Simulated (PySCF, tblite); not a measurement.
# 1,1,1,2,2-pentafluoropropane (C₃H₃F₅): a rotation path, then NMR shifts on frames, part 1 of 2

Aim: move 1,1,1,2,2-pentafluoropropane (C₃H₃F₅) (`CC(F)(F)C(F)(F)F`) away from its starting geometry and see how NMR shifts follow the geometry.

The runs use tblite 0.8.0 and PySCF 2.14.0, with density-fitted response routines of our own; the level of theory stands in each step. All values are computed, except where a source is named. Atoms are numbered from 0 throughout.

### 1 The molecule as given

11 atoms, charge 0, multiplicity 1; geometry from: GFN2-xTB.

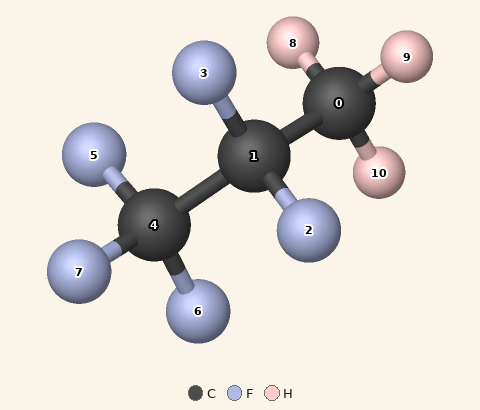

The starting geometry (carbon dark grey, fluorine light blue, hydrogen pink), atoms numbered.

### 2 The rotation path with GFN2-xTB

The job: settings as JSON, then the geometry in Å.

```
{"job": {"kind": "neb", "xc": "GFN2-xTB", "basis": "xTB", "atoms": [3, 1, 4, 5], "turn": 120}, "charge": 0, "multiplicity": 1}
C     -1.285436    -0.278212     0.143238
C     -0.064055     0.601834    -0.005565
F     -0.160206     1.399753    -1.097381
F      0.076647     1.436694     1.053362
C      1.244753    -0.222592    -0.134946
F      1.419680    -0.995322     0.941543
F      1.183776    -1.033577    -1.195697
F      2.322886     0.539994    -0.266876
H     -1.187390    -0.885722     1.039333
H     -2.164106     0.356924     0.228027
H     -1.381124    -0.917104    -0.731001
```

With the program's defaults for keys left out, this is: GFN2-xTB climbing-image nudged elastic band, gas phase.

Command:

```console
OMP_NUM_THREADS=1 python probes_run.py task.json out
```

One launch serves the whole session: the jobs run in the order shown.

Standard output:

```text
image   E - E0 / eV
  0       0.0000
  1       0.0124
  2       0.0397
  3       0.0662
  4       0.0786
  5       0.0707
  6       0.0461
  7       0.0166
  8       0.0000
```

Wall time 1.6 s (1 thread of AMD EPYC 9R14, shared host); peak memory 0.19 GiB.

The final band, with the dihedral F3–C1–C4–F5:

```
image  dihedral (°)  energy (eV)  energy (kcal/mol)
    0            64        0.000                0.0
    1            78        0.012                0.3
    2            92        0.040                0.9
    3           107        0.066                1.5
    4           121        0.079                1.8
    5           136        0.071                1.6
    6           150        0.046                1.1
    7           165        0.017                0.4
    8           182        0.000                0.0
```

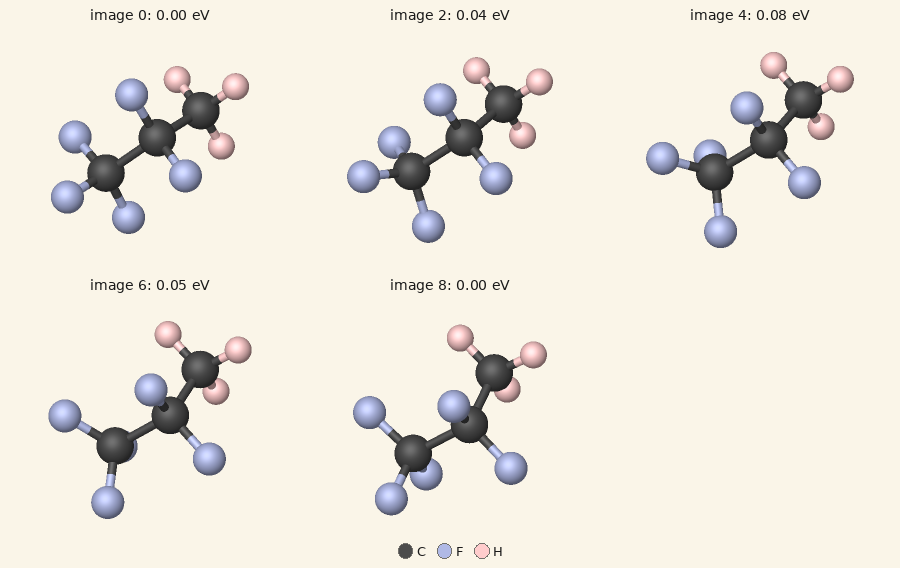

Images along the band.

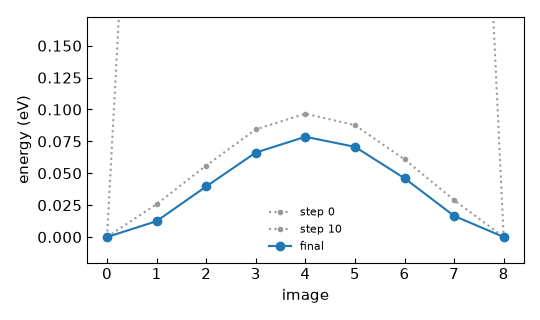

Energy along the band, early and final.

### 3 Shielding tensors: image 0, PBE0/pcSseg-1

The job: settings as JSON, then the geometry in Å.

```
{"job": {"kind": "nmr", "xc": "PBE0", "basis": "pcSseg-1", "pop": false}, "charge": 0, "multiplicity": 1}
C     -1.285400    -0.278200     0.143200
C     -0.064100     0.601800    -0.005600
F     -0.160200     1.399800    -1.097400
F      0.076600     1.436700     1.053400
C      1.244800    -0.222600    -0.134900
F      1.419700    -0.995300     0.941500
F      1.183800    -1.033600    -1.195700
F      2.322900     0.540000    -0.266900
H     -1.187400    -0.885700     1.039300
H     -2.164100     0.356900     0.228000
H     -1.381100    -0.917100    -0.731000
```

With the program's defaults for keys left out, this is: GIAO PBE0/pcSseg-1 NMR shielding, non-relativistic, gas phase.

Standard output:

```text
coarse grid: 10552 points
cycle   1  E = -614.4179784246  dE =  1.273e+00  |g| = 1.110e+00  |ddm| = 2.777e+00
cycle   2  E = -614.1587709243  dE =  2.592e-01  |g| = 1.747e+00  |ddm| = 1.351e+00
cycle   3  E = -614.6217414217  dE = -4.630e-01  |g| = 7.104e-02  |ddm| = 8.437e-01
cycle   4  E = -614.6223779952  dE = -6.366e-04  |g| = 4.488e-02  |ddm| = 7.047e-02
cycle   5  E = -614.6227934037  dE = -4.154e-04  |g| = 8.100e-03  |ddm| = 3.234e-02
cycle   6  E = -614.6228018516  dE = -8.448e-06  |g| = 2.923e-03  |ddm| = 5.211e-03
final grid: 107760 points
cycle   7  E = -614.7032221017  dE = -5.435e-05  |g| = 8.344e-03  |ddm| = 2.035e-02
cycle   8  E = -614.7032096844  dE =  1.242e-05  |g| = 1.244e-02  |ddm| = 1.108e-02
cycle   9  E = -614.7032342206  dE = -2.454e-05  |g| = 5.211e-04  |ddm| = 6.299e-03
cycle  10  E = -614.7032342669  dE = -4.633e-08  |g| = 2.301e-04  |ddm| = 4.893e-04
cycle  11  E = -614.7032342773  dE = -1.039e-08  |g| = 4.768e-05  |ddm| = 1.521e-04
cycle  12  E = -614.7032342777  dE = -3.620e-10  |g| = 1.668e-05  |ddm| = 3.557e-05
converged SCF energy = -614.7032342777

GIAO shielding tensors (ppm)
atom      isotropic    diamagn.    paramagn.     s11        s22        s33       span
  0 C      165.680     250.804     -85.124    151.308    156.092    189.641     38.333
  1 C       63.787     240.756    -176.969     45.462     70.281     75.619     30.157
  2 F      305.061     472.732    -167.671    203.588    346.090    365.504    161.916
  3 F      305.098     472.747    -167.649    203.532    346.159    365.603    162.071
  4 C       57.983     242.420    -184.438     50.784     58.273     64.890     14.106
  5 F      269.277     473.216    -203.939    190.432    267.407    349.994    159.562
  6 F      269.261     473.215    -203.954    190.359    267.367    350.056    159.697
  7 F      279.952     470.074    -190.122    202.608    283.732    353.516    150.908
  8 H       29.851      29.462       0.389     25.591     28.668     35.294      9.703
  9 H       29.753      28.331       1.422     26.107     27.366     35.787      9.680
 10 H       29.849      29.459       0.390     25.587     28.670     35.288      9.701
```

Wall time 15 s (1 thread of AMD EPYC 9R14, shared host); peak memory 0.7 GiB.

The references, computed at this level on geometries of the same kind, shield at (ppm): ¹H TMS 31.72, ¹³C TMS 186.9, ¹⁹F CFCl3 170.9. Their shielding less the atom's gives the shift. The references are single molecules in the gas phase, so shifts against H2O, NH3, PH3, H3PO4 or CFCl3 are not on the usual liquid scales and can be off by tens of ppm. Each atom is listed at this fixed geometry, with no averaging over motion; a spectrum would average atoms that exchange fast.

```
atoms                                 environment  σ (ppm)  δ (ppm)
   C4                                  CF3 carbon     58.0    128.9
   C1  fully substituted sp3 carbon bonded to 2 F     63.8    123.1
   C0                               methyl carbon    165.7     21.2
   H9                 hydrogen on a methyl carbon    29.75     1.96
  H10                 hydrogen on a methyl carbon    29.85     1.87
   H8                 hydrogen on a methyl carbon    29.85     1.87
   F6                     fluorine of a CF3 group    269.3    -98.3
   F5                     fluorine of a CF3 group    269.3    -98.3
   F7                     fluorine of a CF3 group    280.0   -109.0
   F2                     fluorine of a CF2 group    305.1   -134.1
   F3                     fluorine of a CF2 group    305.1   -134.2
```

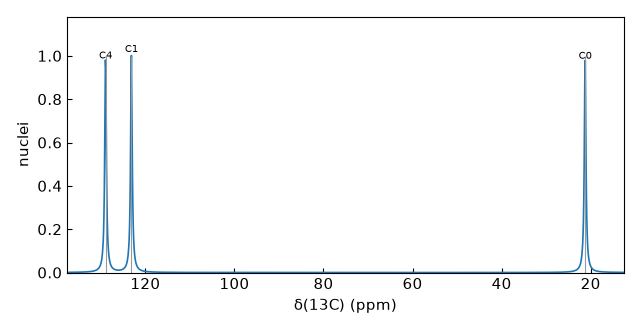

¹³C lines at the computed shifts, without couplings. Lines are broadened to a width of 0.43 ppm (Lorentzian).

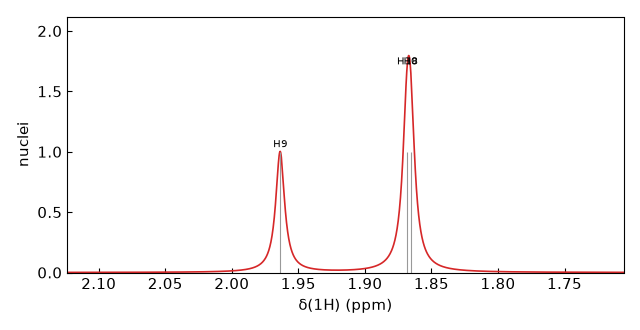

¹H lines at the computed shifts, without couplings. Lines are broadened to a width of 0.01 ppm (Lorentzian).

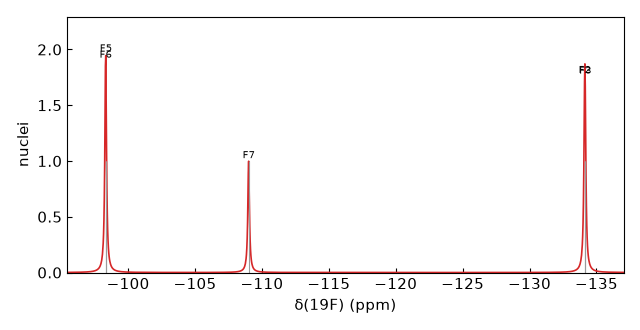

¹⁹F lines at the computed shifts, without couplings. Lines are broadened to a width of 0.14 ppm (Lorentzian).

Orbitals, density, ELF and potential are computed afterwards from the orbital file.

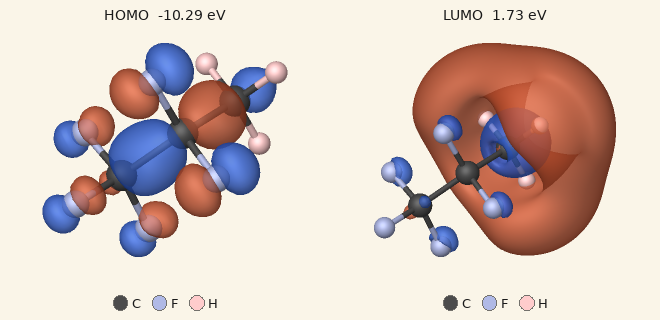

Frontier orbitals at PBE0/pcSseg-1; each surface holds 70 % of the orbital's density, blue and red mark the sign.

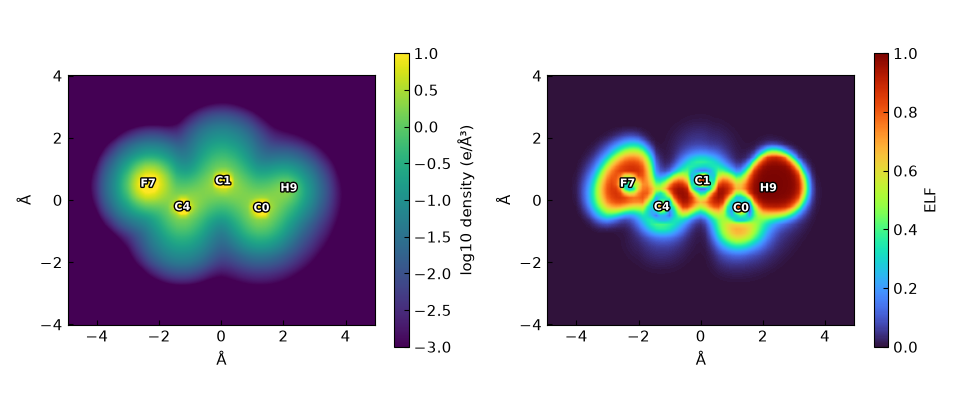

Density (left) and ELF (right) in a plane through or near 5 of the atoms.

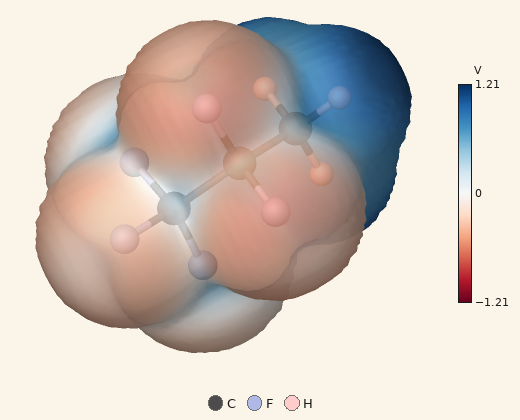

Electrostatic potential on the surface of density 0.002 e/bohr³; red is low, blue high. It runs, from the 1st to the 99th percentile, from -0.58 V near F3 to 1.21 V near H9.

### 4 Nuclear shieldings: image 2, PBE0/pcSseg-1

The job: settings as JSON, then the geometry in Å.

```
{"job": {"kind": "nmr", "xc": "PBE0", "basis": "pcSseg-1", "pop": false}, "charge": 0, "multiplicity": 1}
C     -1.277000    -0.268000     0.239600
C     -0.076300     0.595100    -0.081100
F     -0.231100     1.251500    -1.256800
F      0.093600     1.558900     0.856500
C      1.244100    -0.228500    -0.166200
F      1.196700    -1.286200     0.652900
F      1.432700    -0.699900    -1.398100
F      2.311000     0.484600     0.174400
H     -1.126600    -0.742000     1.206400
H     -2.162500     0.361900     0.276900
H     -1.399200    -1.024600    -0.530400
```

Method: GIAO PBE0/pcSseg-1 NMR shielding, non-relativistic, gas phase.

Standard output:

```text
coarse grid: 10552 points
cycle   1  E = -614.4143657289  dE =  1.278e+00  |g| = 1.114e+00  |ddm| = 2.781e+00
cycle   2  E = -614.1492564019  dE =  2.651e-01  |g| = 1.761e+00  |ddm| = 1.378e+00
cycle   3  E = -614.6201331058  dE = -4.709e-01  |g| = 7.122e-02  |ddm| = 8.618e-01
cycle   4  E = -614.6207704560  dE = -6.374e-04  |g| = 4.538e-02  |ddm| = 7.117e-02
cycle   5  E = -614.6211957441  dE = -4.253e-04  |g| = 8.084e-03  |ddm| = 3.270e-02
cycle   6  E = -614.6212041650  dE = -8.421e-06  |g| = 2.908e-03  |ddm| = 5.330e-03
final grid: 107760 points
cycle   7  E = -614.7003605384  dE = -5.050e-05  |g| = 8.163e-03  |ddm| = 2.209e-02
cycle   8  E = -614.7003487066  dE =  1.183e-05  |g| = 1.215e-02  |ddm| = 1.111e-02
cycle   9  E = -614.7003723564  dE = -2.365e-05  |g| = 5.714e-04  |ddm| = 6.268e-03
cycle  10  E = -614.7003724134  dE = -5.702e-08  |g| = 2.158e-04  |ddm| = 5.116e-04
cycle  11  E = -614.7003724222  dE = -8.751e-09  |g| = 5.199e-05  |ddm| = 1.467e-04
cycle  12  E = -614.7003724226  dE = -4.616e-10  |g| = 1.456e-05  |ddm| = 3.776e-05
converged SCF energy = -614.7003724226

GIAO shielding tensors (ppm)
atom      isotropic    diamagn.    paramagn.     s11        s22        s33       span
  0 C      164.494     250.771     -86.277    150.976    155.479    187.028     36.052
  1 C       63.208     241.093    -177.885     45.046     69.029     75.548     30.502
  2 F      300.762     472.580    -171.818    196.649    341.064    364.574    167.925
  3 F      298.033     472.554    -174.521    206.021    335.371    352.708    146.687
  4 C       57.736     242.242    -184.506     50.289     59.044     63.874     13.585
  5 F      262.479     473.996    -211.517    188.437    256.164    342.836    154.399
  6 F      268.869     471.734    -202.865    191.420    271.533    343.655    152.235
  7 F      272.963     470.090    -197.126    197.191    278.969    342.729    145.539
  8 H       29.767      29.557       0.209     25.502     28.726     35.073      9.571
  9 H       29.754      28.341       1.413     26.045     27.405     35.811      9.767
 10 H       30.033      29.501       0.533     26.196     28.371     35.533      9.337
```

It took 10 s on 1 thread of AMD EPYC 9R14, shared host; peak memory 0.73 GiB.

This run: δ C4 129.2, C1 123.7, C0 22.4, F5 -91.5, H9 1.96, H8 1.95 ppm.

(Continued in part 2 of 2.)
